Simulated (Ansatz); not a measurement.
The relaxed structure here is a generated cell of Si2Ni: the first start was made by placing the elements on the sites of a structure type, and the end was not matched to a known phase here, so it may be hypothetical. Known forms of Si2Ni include space group No. 225.

One stationary structure of Si2Ni. Space group P6₃/mmc (No. 194), AFLOW prototype A2B_hP12_194_cg_f (C10, as in SiO2). All values below come from PBEsol (plane waves to 420 eV, PAW, scalar-relativistic; Ansatz, a first-principles code).

```cif
data_Ni4Si8
_chemical_formula_sum 'Ni4 Si8'
_space_group_name_H-M_alt 'P63/mmc'
_space_group_IT_number 194
_space_group_name_Hall '-P 6c 2c'
_cell_length_a 6.75369
_cell_length_b 6.75369
_cell_length_c 11.07710
_cell_angle_alpha 90.000
_cell_angle_beta 90.000
_cell_angle_gamma 120.000
loop_
_atom_site_label
_atom_site_type_symbol
_atom_site_symmetry_multiplicity
_atom_site_Wyckoff_symbol
_atom_site_fract_x
_atom_site_fract_y
_atom_site_fract_z
_atom_site_occupancy
Ni1 Ni 4 f 0.33333 0.66667 0.06309 1
Si1 Si 2 c 0.33333 0.66667 0.25000 1
Si2 Si 6 g 0.50000 0.50000 0.50000 1
```

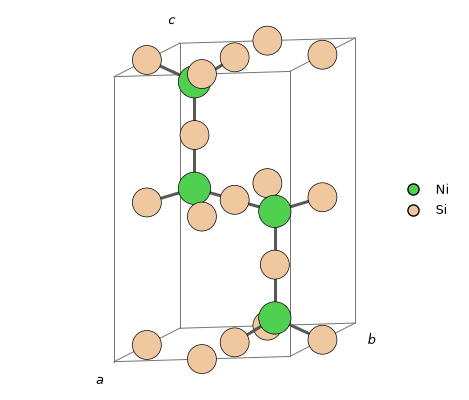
Figure. The conventional cell of the relaxed structure

```json
{
 "volume_per_atom": "36.46 Å³",
 "band_gap": "0.50 eV, indirect (valence top at K, conduction bottom at k = (0.2, 0.2, 0)) (no spin-orbit coupling)",
 "smallest_direct_gap": "0.54 eV at K",
 "magnetic_moment": "zero (the starting moments vanished)",
 "shortest_distances": "Ni–Si 2.07 Å; Si–Si 3.38 Å",
 "k-mesh": "5×5×3"
}
```

Band energies at high-symmetry points (eV from the VBM; labels of this space group; no spin-orbit coupling), from −5 eV up to 1.8 eV:

```tsv
point	energies
Γ	-4.43 -4.02 -3.98 -3.98 -3.98 -3.97 -3.97 -3.96 -3.96 -3.81 -3.81 -3.58 -3.58 -3.40 -3.34 -3.34 -2.96 -2.96 -2.75 -2.73 -2.73 -2.29 -2.29 -2.28 -1.56 -1.56 -0.57 0.63 0.63 1.06 1.21 1.21 1.39 1.39
M	-4.43 -4.16 -4.16 -4.04 -3.99 -3.98 -3.93 -3.93 -3.90 -3.84 -3.82 -3.75 -3.65 -3.63 -3.57 -3.53 -3.52 -3.35 -2.99 -2.96 -2.90 -2.56 -1.86 -1.57 -1.49 -1.41 -0.56 -0.09 0.55 0.80 1.05 1.09 1.14 1.18 1.27 1.46 1.57
K	-4.26 -4.26 -4.08 -4.08 -4.00 -3.95 -3.95 -3.93 -3.87 -3.87 -3.80 -3.78 -3.77 -3.59 -3.59 -3.56 -3.49 -3.20 -3.20 -3.03 -2.41 -2.41 -2.01 -2.01 -1.30 -0.94 -0.94 0.00 0.54 0.55 0.55 0.68 1.32
A	-4.78 -4.78 -4.00 -4.00 -3.97 -3.97 -3.97 -3.97 -3.91 -3.91 -3.91 -3.91 -3.44 -3.44 -3.44 -3.44 -3.14 -3.14 -2.89 -2.89 -2.89 -2.89 -1.90 -1.90 -1.90 -1.90 -1.58 -1.58 0.80 0.80 0.80 0.80
L	-4.33 -4.33 -4.06 -4.06 -3.96 -3.96 -3.95 -3.95 -3.82 -3.82 -3.77 -3.77 -3.68 -3.68 -3.58 -3.58 -3.33 -3.33 -3.16 -3.16 -2.75 -2.75 -1.70 -1.70 -1.12 -1.12 -0.69 -0.69 1.09 1.09 1.12 1.12 1.17 1.17 1.28 1.28 1.40 1.40
H	-4.27 -4.27 -4.07 -4.07 -3.96 -3.96 -3.96 -3.96 -3.80 -3.80 -3.79 -3.79 -3.71 -3.71 -3.64 -3.64 -3.23 -3.23 -3.15 -3.15 -2.77 -2.77 -1.49 -1.49 -1.17 -1.17 -0.80 -0.80 0.63 0.63 1.11 1.11 1.18 1.18
```

No spin polarisation in the result: the starting moments vanished. A magnetic state may lie lower.

The run could not lose the symmetry of its start, so the end can be a saddle point.
